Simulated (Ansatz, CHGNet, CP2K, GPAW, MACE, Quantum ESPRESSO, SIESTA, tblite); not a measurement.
**Σ3 (111)[11-2] symmetric tilt boundary in Na2S (72 atoms) in tblite**

How near does tblite come to plane waves for Σ3 (111)[11-2] symmetric tilt boundary in Na2S (72 atoms)?

Method: the method is named at each step, in tblite 0.8.0.

### 1. Starting point

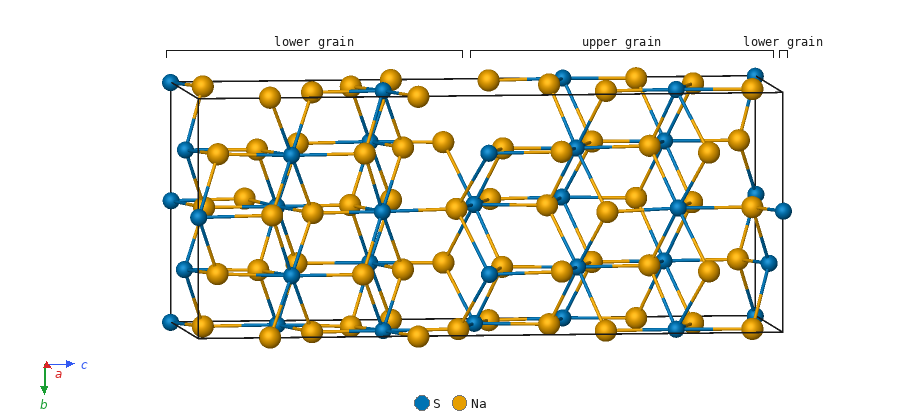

The starting structure, seen from the side, with the c axis across the page (sulfur blue, sodium orange). Some periodic images of atoms are drawn too.

The cell holds 72 atoms: 24 S and 48 Na. Its edges and angles: a = 8.010 Å, b = 9.249 Å, c = 22.675 Å, α = 90.0°, β = 90.0°, γ = 90.0°. It derives from Na2S (fluorite-type). Antifluorite-type Na2S (a = 6.54 Å); two grains mirrored in (111), tilt axis [11-2]; 1 x 2 boundary periods, 1 lattice periods a grain, two boundaries a cell, upper grain shifted by [0.404, 0] of the boundary cell and opened by 0.01 Å, no atom removed; not relaxed, displaced by a Gaussian of 0.02 Å. Then every atom was moved at random, 0.03 Å r.m.s. a Cartesian component. Regions: lower grain, 36 atoms (12 S and 24 Na); upper grain, 36 atoms (12 S and 24 Na). The structure's axis is c.

The yardstick, on the same geometry:

| Item | Value |
| --- | --- |
| method | Kohn-Sham DFT, PBE, SSSP efficiency 1.3.0 pseudopotentials, plane waves (Quantum ESPRESSO 7.5); sssp-pbe-1.3.0-efficiency, cutoffs 45/360 Ry, Γ point |
| r.m.s. force component | 0.5713 eV/Å |
| longest force | 2.906 eV/Å |
| pressure | 1.225 GPa |
| gap (highest filled to lowest empty level) | 2.208 eV |
| time | 4 min on 4 MPI ranks of Arm Neoverse V2, shared host |
| CPU time | 16 min |

### 2. GFN1-xTB

Method: GFN1-xTB tight binding, diagonalisation.

The input, run.py:

```python
import numpy as np
from ase.io import read
from tblite.ase import TBLite

atoms = read("structure.xyz")
atoms.calc = TBLite(method="GFN1-xTB", electronic_temperature=580, accuracy=1.0, max_iterations=250, mixer_damping=0.1, verbosity=1)
energy = atoms.get_potential_energy()
forces = atoms.get_forces()
print(f"energy {energy:.6f} eV")
print("forces (eV/A)")
for i, (a, f) in enumerate(zip(atoms, forces)):
    print(f"{i:4d} {a.symbol:2s} {f[0]:10.5f} {f[1]:10.5f} {f[2]:10.5f}")
stress = -atoms.get_stress(voigt=False) * 160.21766
print("stress (GPa, compression positive)")
for row in stress:
    print(" ".join(f"{x:10.4f}" for x in row))
print("charges (e)")
print(np.array2string(atoms.get_charges(), precision=4, suppress_small=True, max_line_width=110, threshold=100000))
```

The input, structure.xyz:

```xyz
72
Lattice="8.00983 0.00000 0.00000 0.00000 9.24896 0.00000 0.00000 0.00000 22.67522" Properties=species:S:1:pos:R:3 pbc="T T T"
S 3.95069 2.30438 0.03424
Na 4.01645 2.31400 2.80107
Na 4.01853 2.29652 8.46285
S 6.65008 2.33388 3.78858
Na 6.67003 2.29800 6.62774
Na 6.74644 2.25212 0.92311
S 0.04069 0.01887 22.65300
Na 7.93886 9.24554 2.78361
Na 7.99589 0.01822 8.52611
S 2.71910 9.18301 3.74980
Na 2.66535 0.03505 6.61754
Na 2.58838 9.22436 0.88728
S 5.30731 9.23842 7.51888
Na 5.37051 9.20808 10.42539
Na 5.29690 0.02127 4.76406
S 4.12867 6.90250 22.64461
Na 3.98745 6.96521 2.85050
Na 4.02198 7.00461 8.45695
S 6.61716 6.98028 3.79765
Na 6.60843 6.96400 6.56720
Na 6.71552 6.87688 0.90769
S 0.00569 4.57972 0.00658
Na 0.00833 4.52801 2.85436
Na 0.07697 4.63549 8.52157
S 2.68578 4.62411 3.74413
Na 2.64909 4.60293 6.59191
Na 2.64340 4.63604 0.93172
S 5.34111 4.64742 7.48169
Na 5.34216 4.57204 10.35600
Na 5.34095 4.67470 4.77994
S 1.30200 2.27719 7.54223
Na 1.37425 2.32195 10.37505
Na 1.35687 2.31104 4.73232
S 1.31938 6.94070 7.52681
Na 1.42919 6.96493 10.37301
Na 1.31674 6.93746 4.68697
S 7.27805 2.28311 11.35598
Na 7.28766 2.34933 19.89615
Na 7.25010 2.26045 14.18131
S 2.01215 2.31261 18.87304
Na 1.88607 2.31585 16.07741
Na 1.91972 2.32713 21.76640
S 3.25880 9.16637 11.32967
Na 3.26881 0.00120 19.81179
Na 3.21362 9.23657 14.23482
S 5.90477 0.01378 18.80411
Na 5.91694 0.03820 16.07673
Na 5.91974 0.03126 21.75642
S 0.63414 9.21002 15.11213
Na 0.56782 0.02423 12.24190
Na 0.58672 0.00185 17.96082
S 7.22927 6.96262 11.38591
Na 7.25258 6.93385 19.90091
Na 7.24769 6.88298 14.19378
S 1.85612 6.94948 18.86941
Na 1.90217 6.95753 16.06743
[... 12 atom lines left out ...]
Na 4.59115 2.28338 17.94948
S 4.52395 6.93459 15.16111
Na 4.59884 6.89122 12.22875
Na 4.56905 6.89427 17.93723
```

Started as:

```sh
OMP_NUM_THREADS=1 python run.py > output.txt
```

The log of the run:

```text
------------------------------------------------------------
  cycle        total energy    energy error   density error
------------------------------------------------------------
      1     -98.92651491940  -9.8694460E+01   7.6660225E-01
      2     -103.4050058775  -4.4784910E+00   6.1530827E-01
      3     -101.3230993216   2.0819066E+00   3.8041548E-01
      4     -87.25866389057   1.4064435E+01   7.8639103E-01
      5     -99.66348884952  -1.2404825E+01   3.5995628E-01
      6     -103.2945695956  -3.6310807E+00   2.0536972E-01
      7     -103.3143081346  -1.9738539E-02   1.9524370E-01
      8     -103.0088690531   3.0543908E-01   1.9652969E-01
      9     -104.2095345017  -1.2006654E+00   1.5378116E-01
     10     -104.6428133994  -4.3327890E-01   1.2276674E-01
     11     -105.0597418167  -4.1692842E-01   8.2463533E-02
     12     -105.2781613540  -2.1841954E-01   4.9666215E-02
     13     -105.2983096483  -2.0148294E-02   4.6657177E-02
     14     -105.2895675863   8.7420620E-03   4.8682095E-02
     15     -105.3967640155  -1.0719643E-01   2.6492442E-02
     16     -105.3956819224   1.0820931E-03   2.6810794E-02
     17     -105.3925553390   3.1265834E-03   2.7297285E-02
     18     -105.3876518613   4.9034777E-03   2.8623923E-02
     19     -105.4230297800  -3.5377919E-02   1.2619582E-02
     20     -105.4288811718  -5.8513918E-03   5.3616342E-03
     21     -105.4143523007   1.4528871E-02   1.4856786E-02
     22     -105.4168186987  -2.4663980E-03   1.4115474E-02
     23     -105.4112584002   5.5602985E-03   1.5075725E-02
     24     -105.4157632574  -4.5048573E-03   1.2815725E-02
[...]
31     -105.4305579505  -8.9840693E-05   6.6721914E-04
     32     -105.4305650059  -7.0553487E-06   5.1910703E-04
     33     -105.4305827336  -1.7727792E-05   2.6742416E-04
     34     -105.4305847063  -1.9726722E-06   1.0685775E-04
     35     -105.4305846636   4.2706020E-08   9.1420164E-05
     36     -105.4305845256   1.3798227E-07   8.0069435E-05
     37     -105.4305849549  -4.2928809E-07   3.0958216E-05
     38     -105.4305850353  -8.0339291E-08   1.3090896E-05
------------------------------------------------------------
 total:                                   3.329 sec
energy -2868.912348 eV
forces (eV/A)
   0 S     1.97803   -0.04295    0.71546
   1 Na    0.03640   -0.02410    0.03964
   2 Na   -0.05961    0.03311    0.08426
   3 S     0.04982   -0.08508    0.00364
   4 Na    0.03151    0.03461   -0.05811
   5 Na   -0.07761    0.15548    0.11118
   6 S     1.24669   -0.10878    0.36587
   7 Na    0.10157   -0.00501    0.11380
   8 Na   -0.06684   -0.05586    0.05328
   9 S    -0.19135    0.20702   -0.00632
  10 Na   -0.03061   -0.08343   -0.06594
  11 Na    0.19410   -0.01747    0.19160
  12 S     0.08123    0.08072    0.11579
  13 Na    1.42737    0.06391   -0.67226
  14 Na    0.01252    0.02051   -0.07178
  15 S     0.62906    0.06351    0.21341
  16 Na    0.09941   -0.07983   -0.08838
  17 Na   -0.07764   -0.09596    0.08653
  18 S     0.12207   -0.10054   -0.10400
  19 Na    0.14952   -0.01089    0.05163
  20 Na    0.03169    0.07184    0.13875
  21 S     0.89779    0.00860    0.20423
  22 Na   -0.00995    0.15325   -0.00810
  23 Na   -0.15462    0.00921    0.03097
[...]
64 Na    0.02742    0.05170   -0.01694
  65 Na   -0.16601    0.00497   -0.05174
  66 S    -0.07282   -0.01898    0.02977
  67 Na   -0.11223   -0.08297    0.14799
  68 Na    0.02251    0.06487   -0.07630
  69 S     0.12297    0.00712   -0.09270
  70 Na   -0.06091   -0.00179    0.19657
  71 Na   -0.03515    0.07118    0.06385
stress (GPa, compression positive)
    0.3851    -0.0096    -0.0077
   -0.0096     0.2786    -0.0424
   -0.0077    -0.0424     0.5962
charges (e)
[-0.7196  0.367   0.3449 -0.7169  0.366   0.3553 -0.7264  0.3576  0.3512 -0.7161  0.3662  0.3571 -0.7241
  0.3527  0.3711 -0.7079  0.3688  0.3505 -0.7141  0.3697  0.3562 -0.7189  0.3576  0.3444 -0.7167  0.3602
  0.358  -0.7176  0.3488  0.3697 -0.7229  0.3534  0.3548 -0.7128  0.3506  0.358  -0.7162  0.3469  0.3656
 -0.7222  0.3625  0.3604 -0.7102  0.3513  0.3629 -0.713   0.3622  0.3498 -0.7159  0.3589  0.3638 -0.7086
  0.3488  0.3597 -0.721   0.3657  0.346  -0.7122  0.3481  0.3626 -0.7122  0.3633  0.3549 -0.7172  0.3567
  0.3607 -0.709   0.3545  0.3716 -0.7141  0.3556  0.3634]
```

It took 3.8 s on 1 thread of Arm Neoverse V2, shared host; peak memory 0.13 GiB.

Banners, paths, timers and routine set-up lines are dropped from the logs unmarked, and long logs keep their key lines alone; longer cuts are marked.

Against the reference:

| Property | Result |
| --- | --- |
| r.m.s. force component | 0.3877 eV/Å |
| r.m.s. difference of force components | 193.3 meV/Å |
| longest difference of force vectors | 817 meV/Å |
| force difference over r.m.s. force | 33.83 % |
| slope of forces against the reference's | 0.673 |
| correlation of force components | 0.9918 |
| pressure | 0.42 GPa |
| pressure difference | -0.8053 GPa |

Length of the force difference by element (eV/Å):

```tsv
element	atoms	mean	most
Na	48	0.21	0.82
S	24	0.29	0.77
```

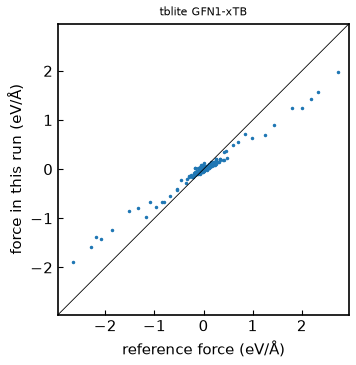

Force components against those of the reference; the line marks equality.

Local excerpt of 10 atoms (numbers count through the whole input) about Na42, which bears the longest force; x, y, z are measured from there.

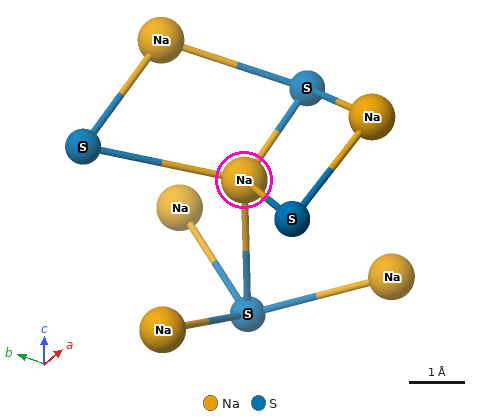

The atoms of the table, within 3.3 Å (arrows a, b, c point along x, y, z); some may hide others; the central atom is ringed.

```tsv
atom	x	y	z	distance (Å)	bonds	Mulliken charge (e)	Fx	Fy	Fz (eV/Å)
Na42	0.00	0.00	0.00	0.00	4	0.36	-1.90	0.00	-0.97
S1	2.03	-0.02	0.94	2.24	7	-0.72	1.98	-0.04	0.72
S40	0.09	-0.01	-2.89	2.89	8	-0.72	-0.22	-0.05	0.06
Na12	0.67	-2.35	1.80	3.03	4	0.36	0.19	-0.02	0.19
Na27	0.72	2.31	1.84	3.04	4	0.36	0.09	0.01	0.12
S22	-1.91	2.25	0.92	3.09	7	-0.72	0.90	0.01	0.20
S7	-1.88	-2.31	0.89	3.11	7	-0.73	1.25	-0.11	0.37
Na38	-2.64	0.02	-1.87	3.24	3	0.35	0.06	-0.04	0.02
Na59	1.26	2.26	-1.98	3.26	3	0.35	0.17	0.07	0.12
Na44	1.35	-2.33	-1.95	3.32	3	0.35	0.04	-0.03	0.09
```

Atoms are counted from 1 here, from 0 in the log.

Forces lie 34 % from the reference's, at 0.0040 times its CPU time (on 1 against 4 cores).

Further runs of this program without a result: tblite GFN2-xTB (not converged).

### 3. What came out

- force difference from the reference: tblite GFN1-xTB, 34 %
- its CPU time: 3.8 s

What this shows: Tight binding differs by 34 % (tblite GFN1-xTB); it is another model, with fitted parameters of its own, and the xTB methods hold dispersion. One electronic-structure run takes under half the reference's CPU time: tblite GFN1-xTB, at 34 % in 3.8 s against 16 min. Periodic xTB results under one method name differ between programs and library versions. The reference's pressure holds the uncorrected Pulay stress of its 45 Ry basis, so small pressure differences, and their order, may be the reference's own error. The host structure and its lattice constant were typed by rule, without a check against the phase diagram. The electronic-structure runs sample only Γ, in a cell whose shortest periodic width is 8 Å.

[Also dropped from logs without a mark: logging warnings of Python, and SIESTA's first energy breakdown and zero terms.]

[Logs are printed without paths, hosts, clocks, repeated set-up lines and the standing remarks that a program may print on its own settings, such as how far it seeks lower states.]

[Hosts, paths, dates, database ids (printed as entryN), source tags and the programs' standing remarks are cut or masked in the printed files.]
